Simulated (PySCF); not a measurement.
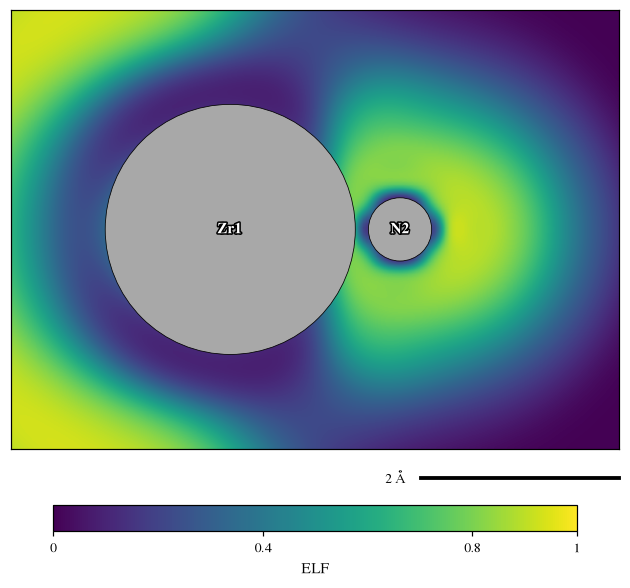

ZrN (charge −1). ELF on a plane that holds the molecular axis. Grey discs cover the atomic cores.

Core potentials replace the inner electrons of Zr.

The calculation used PBE0/def2-TZVPPD, non-relativistic Hamiltonian with scalar-relativistic core potentials where named, at a bond length of 1.711 Å (PySCF 2.14.0).

```xyz
2

Zr    0.0000    0.0000   -0.2306
N     0.0000    0.0000    1.4804
```

> Read the bonding off the picture.

The plane passes through Zr and N nuclei. Zr–N (1.71 Å): the ELF peaks at about 0.80 in the valence shell of N, 0.6 Å from its nucleus, and is about 0.50 at the midpoint.
